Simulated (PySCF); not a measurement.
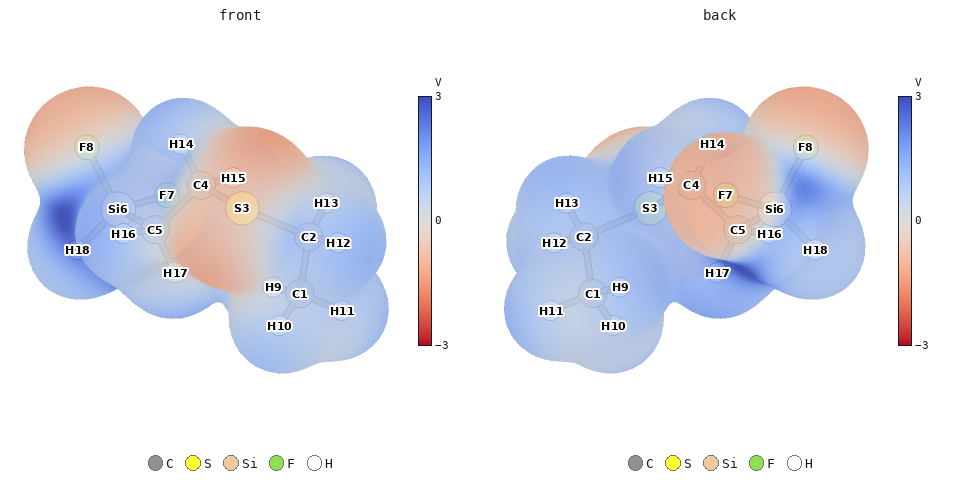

*C4H10F2SSi (SMILES CCSCC[SiH](F)F). The electrostatic potential painted on the density surface at 0.004 e/bohr³, seen from the front and from behind; red is negative and blue positive.*

Geometry: GFN2-xTB.

The calculation used PySCF 2.14.0, PBE0/pcSseg-1, SCF density, gas phase, non-relativistic.

```csv
atom,x (Å),y (Å),z (Å)
C,2.2956,-0.5525,-0.7933
C,2.1783,0.9322,-0.5047
S,0.9947,1.3300,0.8279
C,-0.6022,0.9542,0.0158
C,-1.1514,-0.4137,0.4128
Si,-2.7094,-0.8685,-0.5586
F,-2.4202,-0.6575,-2.1201
F,-3.8543,0.2159,-0.2965
H,1.3747,-0.9416,-1.2219
H,2.5185,-1.0986,0.1207
H,3.0997,-0.7256,-1.5062
H,3.1263,1.3314,-0.1451
H,1.8735,1.4896,-1.3913
H,-1.2865,1.7439,0.3240
H,-0.4364,1.0302,-1.0578
H,-1.3541,-0.4089,1.4848
H,-0.3819,-1.1709,0.2556
H,-3.2735,-2.1833,-0.3872
```

Where is the surface potential most negative and most positive?

The most negative region (about −1.2 V) lies over S3, the most positive (about +2.9 V) over Si6.
